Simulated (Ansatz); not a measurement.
The compound is BiAs (space group Pm-3m, No. 221), taken as the geometry relaxed with DFT, PBE, PAW with Ansatz's default frozen-core files, scalar-relativistic in Ansatz; the starting structure was generated, so it need not be a known form of this composition.

```cif
data_structure
_symmetry_space_group_name_H-M 'P 1'
_symmetry_Int_Tables_number 1
_cell_length_a 3.6940
_cell_length_b 3.6940
_cell_length_c 3.6940
_cell_angle_alpha 90.000
_cell_angle_beta 90.000
_cell_angle_gamma 90.000
_cell_volume 50.41
loop_
_atom_site_label
_atom_site_type_symbol
_atom_site_fract_x
_atom_site_fract_y
_atom_site_fract_z
_atom_site_occupancy
As1 As 0.00000 0.00000 0.00000 1
Bi1 Bi 0.50000 0.50000 0.50000 1
```

Describe how the polyhedra about Bi are linked (bonds: As–Bi below 3.6 Å).

Bi: BiAs8 cube, sharing corners with eight neighbours, edges with twelve neighbours and faces with six neighbours.

They form a three-dimensional framework of corner-, edge- and face-sharing cubes.

Centre to centre across a shared corner: 6.40 Å; across a shared edge: 5.22 Å; across a shared face: 3.69 Å.

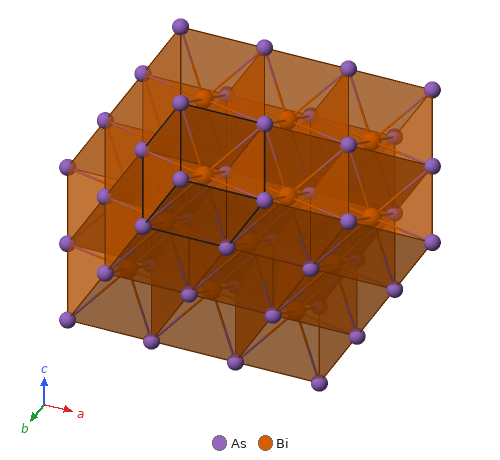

Polyhedra are drawn about Bi (bonds: As–Bi below 3.6 Å); other atoms are plain spheres.
